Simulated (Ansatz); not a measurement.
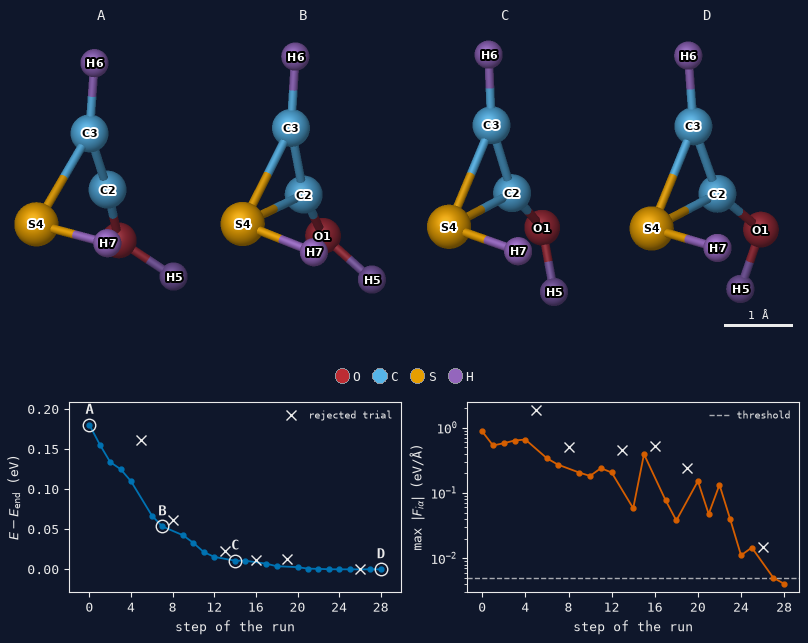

Frames of a relaxation of C₂H₃OS (charge +1), marked on the history of the run. A ball-and-stick model, seen from a free direction.

Method: Ansatz, RKS PBE0-D4/def2-TZVP. Set-up: force threshold 0.005 eV/Å; at most 200 steps.

Describe the path.

The energy falls by 0.180 eV in 22 accepted moves (28 points after the start). The largest force component goes from 0.88 to 0.0041 eV/Å. The line search rejected the trial steps at points 5, 8, 13, 16, 19, 26 of the run. The largest move after the best rigid fit is that of H5, 0.61 Å. By element the largest moves are H 0.61 Å, O 0.59 Å, S 0.26 Å, C 0.20 Å. Among the contacts that change: C2–S4 2.203 → 1.834 Å, O1–C2 1.233 → 1.277 Å, C3–S4 1.822 → 1.800 Å, S4–H7 1.352 → 1.365 Å. New bonds form: C2–S4 (2.20 → 1.83 Å). Bond angles that change, for instance: O1–C2–C3 174.2° → 152.6°, C2–C3–S4 88.9° → 70.8°, C2–C3–H6 141.8° → 154.6°. From step 0 to 7: H7 moves most (0.22 Å), energy −0.127 eV. From step 7 to 14: H5 moves most (0.35 Å), energy −0.043 eV. From step 14 to 28: H5 moves most (0.29 Å), energy −0.011 eV.
